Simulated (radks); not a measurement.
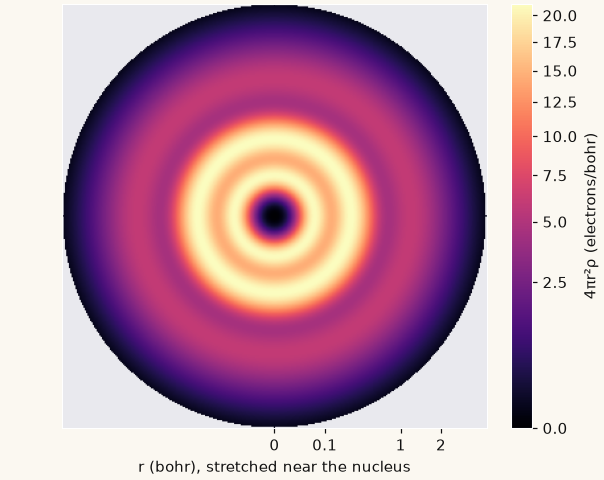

*The radial density 4πr²ρ as a disc about the nucleus, with the radius drawn as r to the power 0.4.*

There are 3 maxima, at r = 0.0586, 0.290 and 1.23 bohr, parted by minima at 0.140 and 0.788 bohr, inside which lie 2.2 and 10.3 electrons.

## Run report: Ar, atomic calculation

- system: the neutral argon atom in the configuration [Ne] 3s2 3p6. It sits in a hard spherical wall of radius 4 bohr.
- method: scalar-relativistic Kohn-Sham, PBE, spin-unpolarised, spherical densities, point nucleus (the in-house radial solver radks)

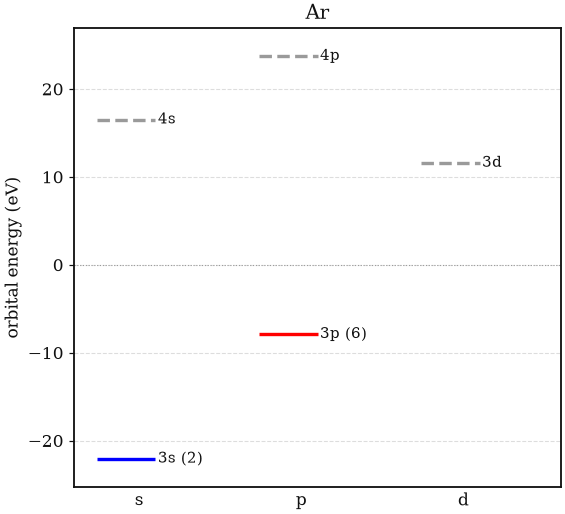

*The outer levels are drawn by angular momentum (occupations in brackets, empty levels dashed).*

The highest occupied level is 3p at −7.91 eV. From the top down the occupied levels run 3p (−7.91 eV), 3s (−22.1 eV).

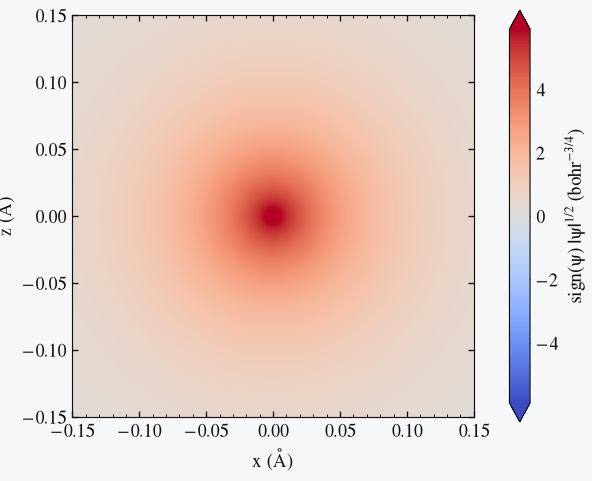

*The 1s orbital. The radial function comes from the spherical calculation and is multiplied by a real spherical harmonic; the overall sign is chosen so that the largest lobe of P(r) is positive; at the scalar-relativistic level it is the large component. In the xz plane through the nucleus, the colour gives the signed square root of ψ. (1 bohr = 0.529 Å.)*

It has no angular node and no radial node. The maximum of P² lies at 0.0561 bohr, ⟨r⟩ = 0.0857 bohr, 90 % of the charge lies within 0.153 bohr, and the eigenvalue is −3117 eV, with 2 electrons in the shell.

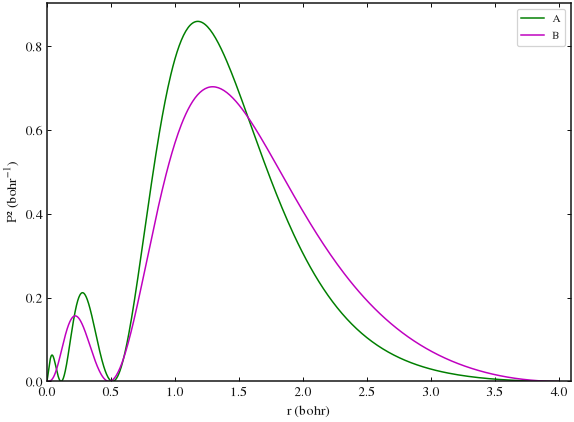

*The radial probability densities P² of 3s and 3p.*

A is 3s; B is 3p. 3s: outer maximum at 1.18 bohr, ⟨r⟩ = 1.40 bohr, 2 nodes, eigenvalue −22.1 eV; 3p: outer maximum at 1.30 bohr, ⟨r⟩ = 1.57 bohr, 1 node, eigenvalue −7.91 eV.

Input and output of the run follow.

### Input file
```
Z 18
configuration [Ar] 4s0 3d0 4p0
relativity scalar-relativistic
functional pbe,pbe
spin unpolarised
nucleus point
wall 4 bohr
c 137.035999084
```

Energies in input and log are in hartree, lengths in bohr.

### Log
```
1s      1   2.0000        -114.54513552
2s      1   2.0000         -10.79862391
2p      1   6.0000          -8.33142990
3s      1   2.0000          -0.81139057
3p      1   6.0000          -0.29065354
4s      1   0.0000           0.60641547
3d      1   0.0000           0.42515820
4p      1   0.0000           0.87211630
Etot -529.1182048316396
Ekin 532.691588904838
Encl -1265.019200523888
Eh 234.15841311449947
Exc -30.949006327089016
err 4.538095519823451e-10
it 13
```

### Orbitals

```csv
orbital,occupation,energy (eV),⟨r⟩ (bohr),outer maximum (bohr)
1s,2,−3116.9,0.08573,0.0561
2s,2,−293.846,0.4142,0.339
2p,6,−226.710,0.3769,0.281
3s,2,−22.079,1.402,1.18
3p,6,−7.909,1.575,1.30
3d,0,11.569,1.945,1.83
4s,0,16.501,2.427,2.75
4p,0,23.731,2.369,2.85
```

### Slater integrals of the outer shells (hartree)

| integral | value |
| --- | --- |
| F0(3p,3p) | 0.5717 |
| F2(3p,3p) | 0.2881 |
| F0(3p,3s) | 0.6039 |
| G1(3p,3s) | 0.3997 |
| F0(3p,2p) | 0.7789 |
| F2(3p,2p) | 0.1289 |
| G0(3p,2p) | 0.0500 |
| G2(3p,2p) | 0.0503 |
| F0(3p,2s) | 0.7695 |
| G1(3p,2s) | 0.0382 |
| F0(3p,3d) | 0.5049 |
| F2(3p,3d) | 0.2455 |
| G1(3p,3d) | 0.3109 |
| G3(3p,3d) | 0.1858 |
| F0(3s,3s) | 0.6426 |
| F0(3s,2p) | 0.8581 |
| G1(3s,2p) | 0.0621 |
| F0(3s,2s) | 0.8497 |
| G0(3s,2s) | 0.0498 |
| F0(3s,3d) | 0.5260 |

### Results in brief

```
                       quantity                      value
                        outcome                  converged
                   total energy        −529.118205 hartree
                 kinetic energy         532.691589 hartree
        electron–nucleus energy         −1265.0192 hartree
                 Hartree energy         234.158413 hartree
    exchange–correlation energy         −30.949006 hartree
radius at density 0.001 e/bohr³                  3.42 bohr
           pressure on the wall                   30.1 GPa
                 SCF iterations                         13
                       hardware  1 CPU thread, shared host
```
